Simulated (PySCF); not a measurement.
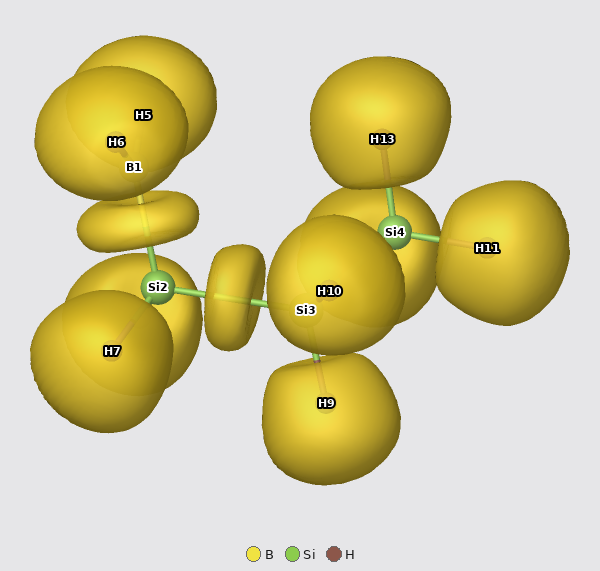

BH₉Si₃. Isosurface of the ELF at 0.75 (yellow), seen at a tilt. Core shells and regions of very low density are left out.

Geometry: GFN2-xTB.

Theory: PBE0/pcSseg-1, SCF density, gas phase, non-relativistic in PySCF 2.14.0.

```yaml
atoms:
  - { symbol: B, position_ang: [-2.3619, 0.4321, 0.2164] }
  - { symbol: Si, position_ang: [-1.3326, -0.9673, -0.6301] }
  - { symbol: Si, position_ang: [0.8626, -0.8651, 0.1967] }
  - { symbol: Si, position_ang: [1.9743, 1.1157, -0.2387] }
  - { symbol: H, position_ang: [-2.3591, 1.5243, -0.2075] }
  - { symbol: H, position_ang: [-2.9416, 0.2576, 1.2192] }
  - { symbol: H, position_ang: [-1.8132, -2.3490, -0.4459] }
  - { symbol: H, position_ang: [-1.1954, -0.8737, -2.0974] }
  - { symbol: H, position_ang: [1.6419, -2.0091, -0.3021] }
  - { symbol: H, position_ang: [0.8468, -1.0968, 1.6531] }
  - { symbol: H, position_ang: [3.3525, 1.1716, 0.2533] }
  - { symbol: H, position_ang: [2.0422, 1.4066, -1.6731] }
  - { symbol: H, position_ang: [1.2792, 2.2536, 0.3738] }
```

Question: Identify the bonds, lone pairs and shells in this picture.

Answer: The surface consists of one region between bonded B–Si atoms (shared pairs), two regions between bonded Si–Si atoms (shared pairs) and nine regions around hydrogen nuclei. Profiles from the grid: Si–B (1.93 Å): the ELF peaks at about 1 between the atoms; a covalent bond. Si–Si (2.31 Å): the ELF peaks at about 1 between the atoms (a shared electron pair).
